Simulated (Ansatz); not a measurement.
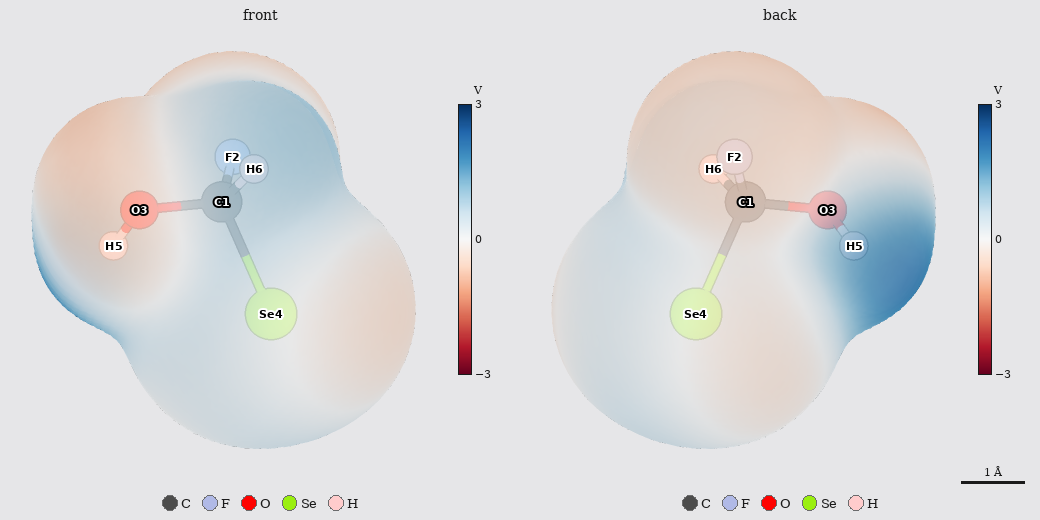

CH2FOSe (SMILES O[C@H](F)[Se]) (doublet). The electrostatic potential painted on the density surface at 0.001 e/bohr³, seen from the front and from behind; red is negative and blue positive.

Geometry: PBE-D3(BJ)/def2-SVP.

Method: isolated molecule in a Gaussian basis; Kohn-Sham density functional theory, functional PBE0 in Ansatz.

Input

```
crystal:
  periodic: [false, false, false]
  atoms:
    - {symbol: C, position_ang: [-0.551510, -2.247243, 0.076304]}
    - {symbol: F, position_ang: [-0.950808, -1.137012, 0.794737]}
    - {symbol: O, position_ang: [-1.086653, -3.407472, 0.565291]}
    - {symbol: Se, position_ang: [-1.155542, -1.960849, -1.798479]}
    - {symbol: H, position_ang: [-2.052573, -3.375525, 0.391187]}
    - {symbol: H, position_ang: [0.552709, -2.327066, 0.137391]}
basis:
  gaussian:
    orbitals: def2-TZVPD
magnetization:
  spin_polarized: true
  initial_magnetization: 1
output: {forces: true, orbitals: {seedname: orbitals}}
hamiltonian:
  xc: {name: PBE0}
```

Run with:

```sh
ansatz run input.yaml --threads 2 --pin off --max-ram 4350MiB --events-out events.jsonl --progress --plain --runs-dir runs
```

> Describe the electrostatic potential map.

The most negative region (about −0.7 V, or −16 kcal/mol for a unit charge) lies over O3, the most positive (about +2.1 V, or +48 kcal/mol for a unit charge) over H5.

> What dipole moment does the calculation give?

Its dipole moment is 0.74 D.
